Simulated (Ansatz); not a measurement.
# GeH4O: the cost of one run

Program: Ansatz 0.2.0, Gaussian basis. Level of theory: PBE0-D4/def2-TZVP structures, single points in def2-TZVPP, no counterpoise correction. These are calculated values, not measurements.

Levels: SPW92, PBE-D4, BLYP-D4, r2SCAN-D4, B97M-V, PBE0-D4, B3LYP-D4, r2SCAN0-D4, BHLYP-D4, CAM-B3LYP-D4, wB97X-V, wB97M-V, B2PLYP, PBE-QIDH, RPA on PBE, Hartree-Fock, MP2, CCSD, CCSD(T).

Correlated methods freeze the cores. Filled d shells of the heavier atoms are correlated. B3LYP uses VWN-RPA correlation. B2PLYP carries no dispersion term here.

94 further runs of the same task are left out: 94 set aside as unsound or not needed.

### 1 The system as given

The complex: 8 atoms, charge 0, spin multiplicity 1.

Atoms are counted from 1 here; the program's logs count them from 0.

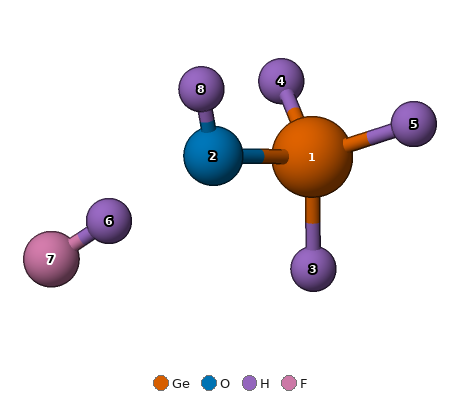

Start geometry, drawn with germanium orange, oxygen blue, hydrogen purple, fluorine pink; atoms are numbered from 1 in the order of the file.

Coordinates:

```
Ge   -0.98057   -0.10454   -0.45014
O     0.39421    0.70635    0.39263
H    -0.33208   -0.69439   -1.69972
H    -1.56387   -1.17695    0.48151
H    -2.02780    0.97149   -0.77321
H     1.80038   -0.12385    0.42057
F     2.55642   -0.69140    0.40075
H     0.15331    1.11340    1.22772
```

Its parts: GeH4O holds atoms 1, 2, 3, 4, 5, 8; HF holds atoms 6, 7. Each part counts its atoms afresh in its own runs.

### 2 Relaxing GeH4O alone

Input file relax-a/in.yaml:

```yaml
crystal:
  periodic: [false, false, false]
  atoms:
    - {symbol: Ge, position_ang: [-0.980575, -0.104539, -0.450141]}
    - {symbol: O, position_ang: [0.394214, 0.706349, 0.392626]}
    - {symbol: H, position_ang: [-0.332079, -0.694394, -1.699718]}
    - {symbol: H, position_ang: [-1.563872, -1.176952, 0.481505]}
    - {symbol: H, position_ang: [-2.027799, 0.971489, -0.773213]}
    - {symbol: H, position_ang: [0.153309, 1.113402, 1.227718]}
basis:
  gaussian: {orbitals: def2-TZVP}
hamiltonian: {xc: pbe0, dispersion: d4}
relax: {f_tol: 0.005, max_steps: 200}
```

Launch:

```console
$ ansatz run in.yaml --threads 4 --pin off --events-out ev --progress --plain --max-ram 9574MiB
```

**Question.** How long does this run take on 4 threads of Arm Neoverse V1, shared host?

About 5.5 s.
